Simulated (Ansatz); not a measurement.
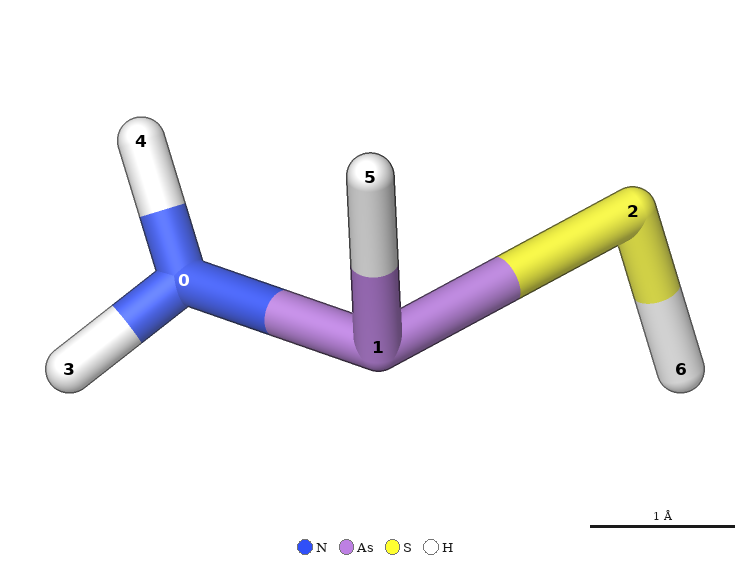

The structure as it stands in the input. Atoms are numbered from 0, in the order of the input.

Input file:

```yaml
crystal:
  periodic: [false, false, false]
  atoms:
    - {symbol: N, position_ang: [-0.978855, 0.121080, -0.739088]}
    - {symbol: As, position_ang: [-0.169745, -0.044323, 0.903003]}
    - {symbol: S, position_ang: [1.924643, -0.569287, 0.296651]}
    - {symbol: H, position_ang: [-1.978643, -0.013166, -0.695224]}
    - {symbol: H, position_ang: [-0.744493, 0.930199, -1.294716]}
    - {symbol: H, position_ang: [0.283377, 1.402239, 1.114981]}
    - {symbol: H, position_ang: [1.724916, -1.894841, 0.368692]}
basis:
  gaussian: {orbitals: "6-31G*"}
hamiltonian: {xc: {name: revPBE}, dispersion: d3bj}
md: {timestep: 0.5 fs, n_steps: 50, ensemble: nvt_langevin, temperature: 1000, initial_velocities: maxwell_boltzmann, friction: 0.01, seed: 684}
```

It was started with:

```sh
ansatz run in.yaml --threads 2 --pin off --events-out ev --progress --plain --max-ram 4352MiB
```

Result (its end):

```
mean field -73216.25359689 eV, -2690.6476919267 hartree, gradient 9.6e-6 eV, S^2 0.000000; 0 other end points of the search recorded, 0 dependent functions left out
the calculation of the forces begins
reference -73216.25363254 eV, -2690.6476932366 hartree; 30, 30 occupied and 47, 47 virtual orbitals, 945 factors
945 factors; their error is unknown
mean field -73216.25359689 eV, -2690.6476919267 hartree, gradient 9.8e-6 eV, S^2 0.000000; 1 other end points of the search recorded, 0 dependent functions left out
the calculation of the forces begins
reference -73216.25363254 eV, -2690.6476932366 hartree; 30, 30 occupied and 47, 47 virtual orbitals, 945 factors
md step    50: t =    25.00 fs  T =   635.9 K  F+E_penalty+E_count = -73216.62545478 eV  E_kin = 0.575361 eV  (47 SCF iters, 3 dispersion substeps)
Total energy: -73216.62549042 eV, -2690.6613587619 hartree
Atom 0 at    -1.020436    -0.179896    -0.887264 Å, force    -2.080908     0.538163     0.857170 eV/Å
Atom 1 at    -0.164574     0.038210     0.953703 Å, force    -0.660159     0.435893    -1.596891 eV/Å
Atom 2 at     1.903934    -0.505257     0.285141 Å, force     0.464922     0.354485    -0.104683 eV/Å
Atom 3 at    -2.011932    -0.456899    -0.592703 Å, force     1.066273    -0.421163    -0.279287 eV/Å
Atom 4 at    -1.325766     0.748207    -1.316692 Å, force     1.110252    -0.493589     0.602499 eV/Å
Atom 5 at     0.183876     1.495047     0.611253 Å, force     0.029364     0.278163     0.349321 eV/Å
Atom 6 at     1.777171    -1.771406     0.686440 Å, force     0.070256    -0.691951     0.171871 eV/Å
Dipole moment:    -0.426357     0.111590     0.204347 e Å
```

Self-consistency was reached.
